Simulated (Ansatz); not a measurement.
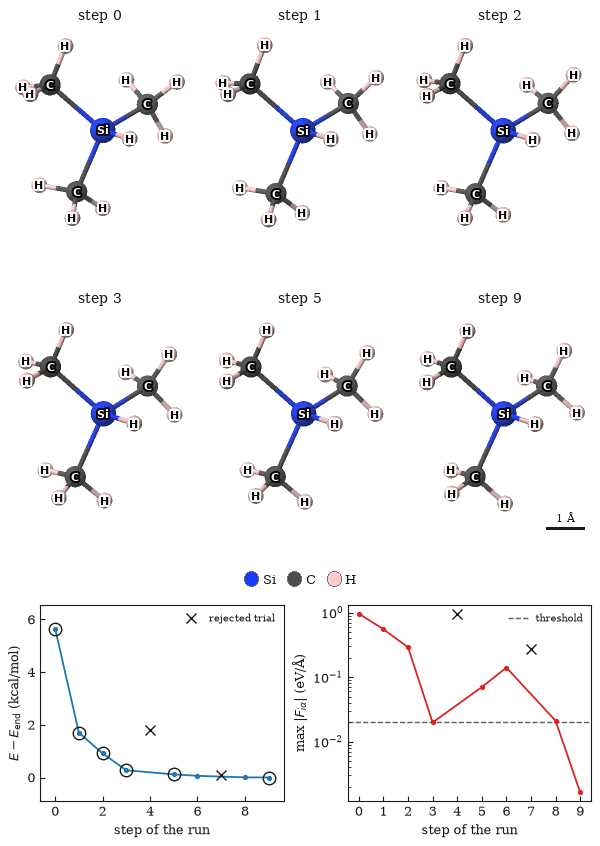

Frames of a relaxation of C3H10Si, marked on the history of the run. The picture is a ball-and-stick view, seen from a free direction.

The run prepares the start of a later molecular dynamics calculation, from a guessed geometry.

Theory: RKS PBE-D4/6-31G in Ansatz 0.2.0. (no spin polarisation; force threshold 0.02 eV/Å; at most 40 steps)

What happens along the run?

Answer. The atom that moves furthest after the best rigid fit is an H atom (0.59 Å). By element the largest moves are H 0.59 Å, C 0.15 Å, Si 0.04 Å. Near-neighbour distances that change, for instance: H–Si 1.459 → 1.525 Å, C–Si 1.870 → 1.922 Å, C–H 1.110 → 1.104 Å. Groups turn about C–Si by about 35°, C–Si by about 30°. Over 7 accepted moves (9 points after the start) the energy falls by 5.65 kcal/mol. Largest force component: 0.96 eV/Å at the start, 0.0016 eV/Å at the end. The line search rejected the trial steps at points 4, 7 of the run. The forces were under the threshold at step 3, but the run went on from there. Cost: 27 s on 1 thread of Arm Neoverse V2, on a shared host, peak memory 0.12 GiB. From step 0 to 1: H atoms move most (0.14 Å), energy −3.95 kcal/mol. From step 1 to 2: H atoms move most (0.12 Å), energy −0.79 kcal/mol. From step 2 to 3: an H atom moves most (0.19 Å), energy −0.64 kcal/mol. From step 3 to 5: an H atom moves most (0.09 Å), energy −0.16 kcal/mol. From step 5 to 9: an H atom moves most (0.13 Å), energy −0.12 kcal/mol.

Limits of the set-up: the basis has no polarisation functions, which atoms past neon need.
